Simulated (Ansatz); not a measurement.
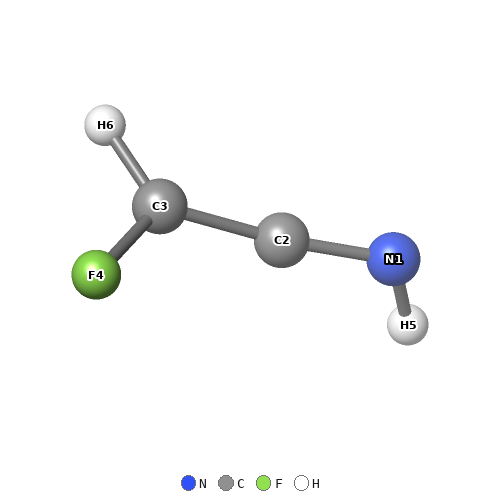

The system is C2H2FN, SMILES N=C=CF; the picture shows the grid point nearest to the relaxed geometry. 
- Two internal coordinates are moved rigidly from the geometry relaxed at PBE0-D4/def2-TZVP, all others fixed.
- Coordinates scanned: (1) bond N1–C2; (2) bond C2–C3.
- Grid: 7 × 7 points.
- Energies are in kcal/mol, from the lowest grid point.
- Method: RKS PBE0-D4/def2-TZVPP (Ansatz 0.2.0).

Its coordinates:

```tsv
atom	x (Å)	y (Å)	z (Å)
N	-0.1784	1.3370	-0.8774
C	-0.0196	0.3814	-0.2053
C	0.2456	-0.6134	0.6492
F	1.1124	-1.5927	0.3351
H	-0.9363	1.2628	-1.5578
H	-0.2291	-0.7030	1.6155
```

Range: bond N1–C2 from 1.050 to 1.588 Å; bond C2–C3 from 1.178 to 1.571 Å.

What will the energy surface look like?

Answer. The lowest grid point is at bond N1–C2 = 1.179 Å, bond C2–C3 = 1.338 Å. The bottom of the well lies between grid points, at about bond N1–C2 = 1.221 Å, bond C2–C3 = 1.309 Å, about 2.5 kcal/mol lower on the interpolated surface. No other kind of well shows on this grid. The highest grid point, bond N1–C2 = 1.588 Å, bond C2–C3 = 1.571 Å, lies 98 kcal/mol above the lowest. Round the minimum the two coordinates are nearly uncoupled.

```
bond C2–C3 ↓, bond N1–C2 →  1.050  1.103  1.179  1.268  1.367  1.474  1.588
                     1.571     68     45     31     32     47     70     98
                     1.488     54     31     16     17     32     55     82
                     1.410     44     21      5      6     20     43     71
                     1.338     40     16      0      0     14     37     64
                     1.272     41     17      1      1     14     36     64
                     1.216     49     24      7      7     20     42     69
                     1.178     58     33     16     15     28     50     77
```

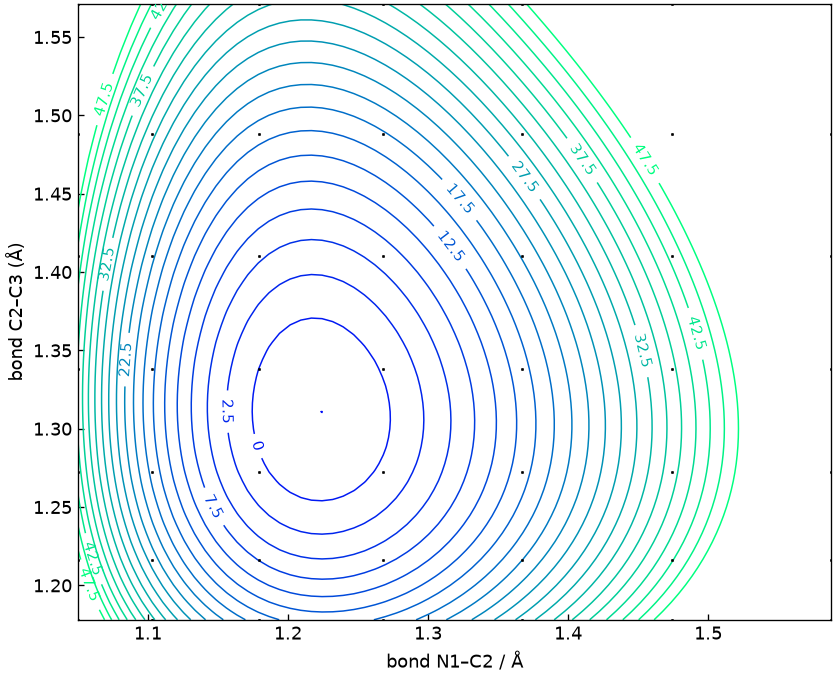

Drawn: contour lines labelled in kcal/mol (none above 47.5), dots at the grid points. Between grid points the surface is interpolated.

Each point was launched as `ansatz run in.yaml --threads 2 --pin off --events-out ev --progress --plain --max-ram 4352MiB`.
